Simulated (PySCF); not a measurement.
# C6H6N4: excited states, first hyperpolarisability

Wanted: excited states, first hyperpolarisability for C6H6N4 (`NC=C=Cc1ncncn1`).

Computed with PySCF 2.14.0 and routines of our own; the level stands in each step. Atoms count from 0.

## 1. The starting structure

16 atoms, charge 0, multiplicity 1; geometry from: GFN2-xTB.

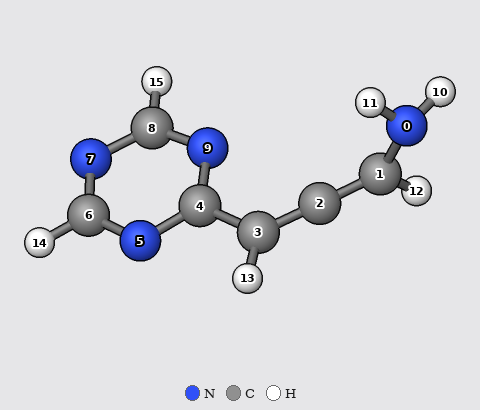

The starting geometry (nitrogen blue, carbon grey, hydrogen white).

## 2. Relaxing the molecule at PBE0-D3(BJ)/def2-SVP

The job: settings as JSON, then the geometry in Å.

```
{"job": {"xc": "PBE0", "basis": "def2-SVP", "d3": "d3bj", "grid": 2, "kind": "geom"}, "charge": 0, "multiplicity": 1}
N     -3.559595     0.348333    -0.257652
C     -2.610739    -0.383233     0.447084
C     -1.461164    -0.791732    -0.007860
C     -0.284633    -1.180609    -0.432801
C      0.929725    -0.426580    -0.187144
N      2.073950    -0.945863    -0.645360
C      3.155229    -0.237440    -0.402548
N      3.193194     0.917051     0.245226
C      2.008695     1.348745     0.653865
N      0.859784     0.736854     0.470334
H     -4.126374     0.955814     0.314513
H     -3.194823     0.812997    -1.076853
H     -2.929121    -0.704437     1.432176
H     -0.144421    -2.100052    -0.987701
H      4.097473    -0.633257    -0.763209
H      1.985221     2.292352     1.186521
```

Command:

```console
OMP_NUM_THREADS=1 python excited_run.py task.json out
```

The driver reads the jobs from task.json and runs them one after another.

The program printed:

```text
step   0  E = -450.35432469  max force = 0.014556
step   1  E = -450.35591829  max force = 0.002966
step   2  E = -450.35593292  max force = 0.000979
step   3  E = -450.35593961  max force = 0.000803
step   4  E = -450.35594525  max force = 0.000317
optimisation converged
```

Wall time 83 s (1 thread of Intel Xeon Platinum 8488C, shared host); peak memory 0.79 GiB.

Along the way:

```
step  energy from step 0 (eV)  largest force component (eV/Å)
   0                   0.0000                          0.7485
   1                  -0.0434                          0.1525
   2                  -0.0438                          0.0503
   3                  -0.0439                          0.0413
   4                  -0.0441                          0.0163
```

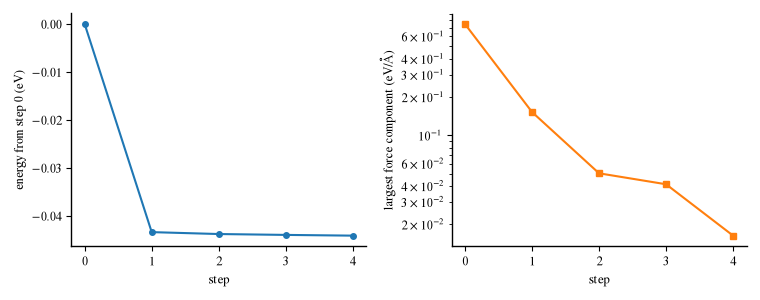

Energy and force, step by step.

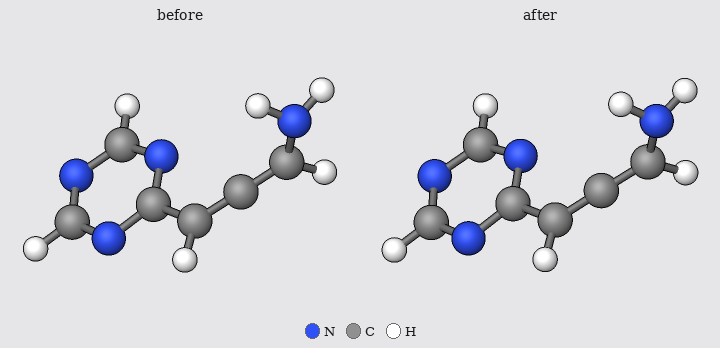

The geometry before (left) and after (right).

Distances of close pairs at the start and the end, largest changes first:

```
  bond  before (Å)  after (Å)  change (Å)
 C3–C4       1.450      1.468      +0.018
C1–H12       1.084      1.098      +0.014
C3–H13       1.083      1.097      +0.014
C8–H15       1.084      1.098      +0.014
C6–H14       1.084      1.098      +0.014
 C1–C2       1.302      1.315      +0.012
 N5–C6       1.315      1.326      +0.011
 C2–C3       1.310      1.318      +0.008
```

The next job starts from the end point, and lists it.

```
                         at the end point                value
  point group (found at 0.08 Å tolerance)                   C1
rotational constants (GHz, main isotopes)  4.205, 0.670, 0.595
                        dipole moment (D)                 2.79
```

## 3. Excited states: TDA CAM-B3LYP/aug-cc-pVDZ

The job: settings as JSON, then the geometry in Å.

```
{"job": {"kind": "states", "xc": "CAM-B3LYP", "basis": "aug-cc-pVDZ", "tda": true, "soc": true, "nstates": 6, "ntriplets": 5, "nquad": 4}, "charge": 0, "multiplicity": 1}
N     -3.744590     0.522657    -0.172192
C     -2.780186    -0.197568     0.515722
C     -1.595411    -0.573096     0.087549
C     -0.405266    -0.964499    -0.321746
C      0.831836    -0.212690    -0.078355
N      1.965723    -0.749285    -0.549886
C      3.065140    -0.047352    -0.311817
N      3.124748     1.110600     0.338011
C      1.941256     1.553125     0.761399
N      0.777362     0.949708     0.587523
H     -4.319147     1.115004     0.415517
H     -3.405607     1.018177    -0.988981
H     -3.083422    -0.535544     1.515448
H     -0.261343    -1.896839    -0.881715
H      4.010659    -0.460563    -0.685752
H      1.932796     2.507247     1.304138
```

Level: TDA CAM-B3LYP/aug-cc-pVDZ excited states, vertical, gas phase, spin-orbit mean-field couplings.

The program printed:

```text
coarse grid: 14488 points
cycle   1  E = -450.8943867488  dE =  2.179e+00  |g| = 6.052e-01  |ddm| = 1.674e+01
cycle   2  E = -450.9003099090  dE = -5.923e-03  |g| = 6.557e-01  |ddm| = 2.832e+00
cycle   3  E = -450.9853337418  dE = -8.502e-02  |g| = 4.517e-02  |ddm| = 1.332e+00
cycle   4  E = -450.9858088941  dE = -4.752e-04  |g| = 2.945e-02  |ddm| = 2.007e-01
cycle   5  E = -450.9859976974  dE = -1.888e-04  |g| = 9.989e-03  |ddm| = 1.063e-01
cycle   6  E = -450.9860217792  dE = -2.408e-05  |g| = 3.891e-03  |ddm| = 3.115e-02
cycle   7  E = -450.9860260626  dE = -4.283e-06  |g| = 1.410e-03  |ddm| = 1.159e-02
final grid: 143448 points
cycle   8  E = -451.0225992875  dE = -2.140e-05  |g| = 3.752e-03  |ddm| = 2.737e-01
cycle   9  E = -451.0225992635  dE =  2.398e-08  |g| = 4.066e-03  |ddm| = 2.341e-02
cycle  10  E = -451.0226027137  dE = -3.450e-06  |g| = 6.552e-04  |ddm| = 8.351e-03
cycle  11  E = -451.0226028169  dE = -1.033e-07  |g| = 2.162e-04  |ddm| = 2.510e-03
cycle  12  E = -451.0226028294  dE = -1.249e-08  |g| = 9.687e-05  |ddm| = 7.497e-04
cycle  13  E = -451.0226028319  dE = -2.482e-09  |g| = 1.671e-05  |ddm| = 2.747e-04
cycle  14  E = -451.0226028321  dE = -2.268e-10  |g| = 1.259e-05  |ddm| = 8.706e-05
converged SCF energy = -451.0226028321

Singlet excitations
state   eV       nm        f     d(h-e)  d(exc)  Lambda  PR(NTO)  |dmu|/D   mu/D   main configurations
  1   3.5121   353.0   0.00068   1.776   3.443   0.392   1.011    5.802    7.969   H->L 0.90
  2   4.4928   276.0   0.00067   0.395   2.830   0.385   1.035    1.932    1.597   H-2->L 0.91
  3   4.8047   258.0   0.00494   1.075   2.962   0.416   1.023    3.201    2.510   H-3->L 0.81, H-3->L+1 0.09
  4   4.8310   256.6   0.00731   0.812   2.648   0.486   1.020    2.205    4.290   H-2->L+1 0.90
  5   4.9732   249.3   0.00280   0.634   2.632   0.426   1.027                     H-3->L+1 0.86
  6   5.2757   235.0   0.00358   1.275   4.012   0.258   1.030                     H->L+2 0.87

Triplet excitations (Tamm-Dancoff)
state   eV     d(h-e)  d(exc)  Lambda  PR(NTO)   main configurations
  1   3.1779   1.677   3.327   0.388   1.014   H->L 0.87
  2   3.5287   0.223   2.789   0.708   1.139   H-1->L 0.85
  3   4.1340   0.496   2.689   0.421   1.082   H-2->L 0.53, H-2->L+1 0.25, H-3->L 0.12
  4   4.1985   0.183   2.364   0.513   1.051   H->L+9 0.59
  5   4.2875   0.674   2.751   0.431   1.086   H-2->L 0.33, H-2->L+1 0.33, H-3->L 0.18
S1 - T1 = 0.3342 eV

Spin-orbit couplings |<S|Hso|T>| (cm-1)
             T1       T2       T3       T4       T5
S0        5.413    0.198   14.009    1.291   14.059
S1        0.186    2.579    2.508    4.341    0.542
S2        2.338    6.960    7.851    0.938    8.811
S3        1.917    1.565   15.560    0.634    7.831
S4        0.174    0.558    0.394    0.241    5.086
S5        0.292    1.163    4.465    0.421   12.848
S6        0.628    0.417    0.206    3.343    0.264
T1 sublevels (cm-1): 0.000 0.000 0.007   radiative rates (1/s): 0.0189 0.185 21.6
```

Run time: 92 s. Hardware: 1 thread of Intel Xeon Platinum 8488C, shared host; peak memory 1.2 GiB.

From this job:

```
  quantity    value
S1 less T1  0.33 eV
```

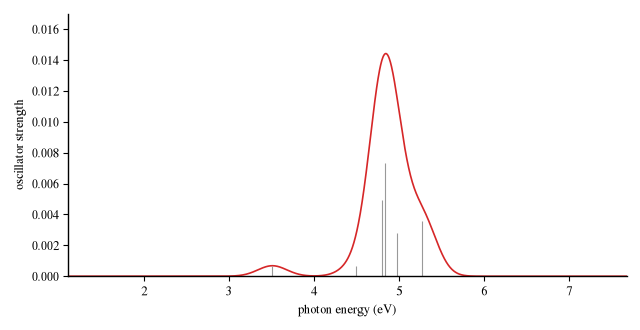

Absorption lines of the singlets. Lines are broadened to a width of 0.40 eV (Gaussian).

## 4. Excited states: TDDFT CAM-B3LYP/aug-cc-pVDZ

Settings changed since step 3:

```diff
@@ -1,2 +1,2 @@
-{"job": {"kind": "states", "xc": "CAM-B3LYP", "basis": "aug-cc-pVDZ", "tda": true, "soc": true, "nstates": 6, "ntriplets": 5, "nquad": 4}, "charge": 0, "multiplicity": 1}
+{"job": {"kind": "states", "xc": "CAM-B3LYP", "basis": "aug-cc-pVDZ", "tpa": true, "nstates": 8, "nquad": 6, "ntriplets": 0}, "charge": 0, "multiplicity": 1}
 N     -3.744590     0.522657    -0.172192
```

Method: TDDFT CAM-B3LYP/aug-cc-pVDZ excited states, vertical, gas phase, two-photon moments by quadratic response.

The program printed:

```text
coarse grid: 14488 points
cycle   1  E = -450.8943867488  dE =  2.179e+00  |g| = 6.052e-01  |ddm| = 1.674e+01
cycle   2  E = -450.9003099090  dE = -5.923e-03  |g| = 6.557e-01  |ddm| = 2.832e+00
cycle   3  E = -450.9853337418  dE = -8.502e-02  |g| = 4.517e-02  |ddm| = 1.332e+00
cycle   4  E = -450.9858088941  dE = -4.752e-04  |g| = 2.945e-02  |ddm| = 2.007e-01
cycle   5  E = -450.9859976974  dE = -1.888e-04  |g| = 9.989e-03  |ddm| = 1.063e-01
cycle   6  E = -450.9860217792  dE = -2.408e-05  |g| = 3.891e-03  |ddm| = 3.115e-02
cycle   7  E = -450.9860260626  dE = -4.283e-06  |g| = 1.410e-03  |ddm| = 1.159e-02
final grid: 143448 points
cycle   8  E = -451.0225992875  dE = -2.140e-05  |g| = 3.752e-03  |ddm| = 2.737e-01
cycle   9  E = -451.0225992635  dE =  2.398e-08  |g| = 4.066e-03  |ddm| = 2.341e-02
cycle  10  E = -451.0226027137  dE = -3.450e-06  |g| = 6.552e-04  |ddm| = 8.351e-03
cycle  11  E = -451.0226028169  dE = -1.033e-07  |g| = 2.162e-04  |ddm| = 2.510e-03
cycle  12  E = -451.0226028294  dE = -1.249e-08  |g| = 9.687e-05  |ddm| = 7.497e-04
cycle  13  E = -451.0226028319  dE = -2.481e-09  |g| = 1.671e-05  |ddm| = 2.747e-04
cycle  14  E = -451.0226028321  dE = -2.278e-10  |g| = 1.259e-05  |ddm| = 8.706e-05
converged SCF energy = -451.0226028321

Singlet excitations
state   eV       nm        f     d(h-e)  d(exc)  Lambda  PR(NTO)  |dmu|/D   mu/D   delta(TPA)   sigma/GM   main configurations
  1   3.4903   355.2   0.00067   1.777   3.447   0.392   1.015    5.809    7.977       10.20      0.046   H->L 0.90
  2   4.4709   277.3   0.00056   0.392   2.832   0.385   1.033    1.945    1.652        0.36      0.003   H-2->L 0.92
  3   4.7695   260.0   0.00585   1.034   2.964   0.422   1.137    3.134    2.480        3.09      0.026   H-3->L 0.78
  4   4.7927   258.7   0.00273   0.741   2.669   0.479   1.162    2.033    4.057        2.38      0.020   H-2->L+1 0.85
  5   4.9456   250.7   0.00151   0.606   2.601   0.428   1.026    1.330    1.466        1.43      0.013   H-3->L+1 0.89
  6   5.2683   235.3   0.00635   1.270   4.009   0.264   1.054    6.895    4.481       52.61      0.535   H->L+2 0.86
  7   5.3264   232.8   0.56437   0.864   3.267   0.705   1.183                                            H-1->L 0.91
  8   5.4797   226.3   0.00178   4.168   5.018   0.156   1.013                                            H->L+1 0.88
```

Run time: 1.9 min. Hardware: 1 thread of Intel Xeon Platinum 8488C, shared host; peak memory 1.2 GiB.

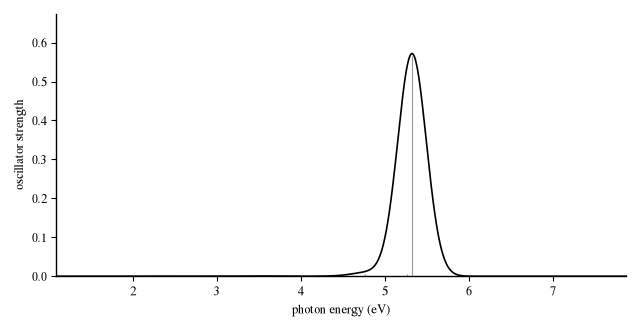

Absorption lines of the singlets. Lines are broadened to a width of 0.40 eV (Gaussian).

## 5. First hyperpolarisability: quadratic response CAM-B3LYP/aug-cc-pVDZ

Settings changed since step 4:

```diff
@@ -1,2 +1,2 @@
-{"job": {"kind": "states", "xc": "CAM-B3LYP", "basis": "aug-cc-pVDZ", "tpa": true, "nstates": 8, "nquad": 6, "ntriplets": 0}, "charge": 0, "multiplicity": 1}
+{"job": {"kind": "beta", "xc": "CAM-B3LYP", "basis": "aug-cc-pVDZ"}, "charge": 0, "multiplicity": 1}
 N     -3.744590     0.522657    -0.172192
```

Level: quadratic response CAM-B3LYP/aug-cc-pVDZ first hyperpolarisability, Taylor convention, gas phase.

The program printed:

```text
coarse grid: 14488 points
cycle   1  E = -450.8943867488  dE =  2.179e+00  |g| = 6.052e-01  |ddm| = 1.674e+01
cycle   2  E = -450.9003099090  dE = -5.923e-03  |g| = 6.557e-01  |ddm| = 2.832e+00
cycle   3  E = -450.9853337418  dE = -8.502e-02  |g| = 4.517e-02  |ddm| = 1.332e+00
cycle   4  E = -450.9858088941  dE = -4.752e-04  |g| = 2.945e-02  |ddm| = 2.007e-01
cycle   5  E = -450.9859976974  dE = -1.888e-04  |g| = 9.989e-03  |ddm| = 1.063e-01
cycle   6  E = -450.9860217792  dE = -2.408e-05  |g| = 3.891e-03  |ddm| = 3.115e-02
cycle   7  E = -450.9860260626  dE = -4.283e-06  |g| = 1.410e-03  |ddm| = 1.159e-02
final grid: 143448 points
cycle   8  E = -451.0225992875  dE = -2.140e-05  |g| = 3.752e-03  |ddm| = 2.737e-01
cycle   9  E = -451.0225992635  dE =  2.398e-08  |g| = 4.066e-03  |ddm| = 2.341e-02
cycle  10  E = -451.0226027137  dE = -3.450e-06  |g| = 6.552e-04  |ddm| = 8.351e-03
cycle  11  E = -451.0226028169  dE = -1.033e-07  |g| = 2.162e-04  |ddm| = 2.510e-03
cycle  12  E = -451.0226028294  dE = -1.249e-08  |g| = 9.687e-05  |ddm| = 7.497e-04
cycle  13  E = -451.0226028319  dE = -2.484e-09  |g| = 1.671e-05  |ddm| = 2.747e-04
cycle  14  E = -451.0226028321  dE = -2.274e-10  |g| = 1.259e-05  |ddm| = 8.706e-05
converged SCF energy = -451.0226028321

Lowest singlets (eV, f): 3.4903 0.0007  4.4709 0.0006  4.7695 0.0059

First hyperpolarisability (au)
process     nm      |vector|   parallel      HRS      DR
static         -      485.82     225.04     210.49    4.35
shg       1907.0      532.24     245.75     230.14   4.382
eope      1907.0      500.56     231.62          -       -
shg       1064.0      664.17      304.4     285.91   4.448
eope      1064.0      535.77     247.33          -       -
```

It took 85 s on 1 thread of Intel Xeon Platinum 8488C, shared host; peak memory 1.2 GiB.

## 6. Results

```
                                                   quantity                                                value
                                                point group                                                   C1
                       rotational constants (main isotopes)                                 4.20, 0.67, 0.59 GHz
             S1 less T1 (step 3, TDA CAM-B3LYP/aug-cc-pVDZ)                                              0.33 eV
β vector (step 5, quadratic response CAM-B3LYP/aug-cc-pVDZ)  static 486, SHG 1907.0 nm 532, SHG 1064.0 nm 664 au
```

What this shows: Relaxing lowered the energy by 0.044 eV in 4 steps; the close pair that moved most is C3–C4, from 1.450 to 1.468 Å. In step 3, the number of triplets below S1 is 1, and the largest singlet-triplet spin-orbit coupling is S3–T3, 15.56 cm⁻¹. β grows from 486 au (static) to 664 au for doubling at 1064.0 nm: normal dispersion, which grows as twice the photon energy moves toward the bright states.
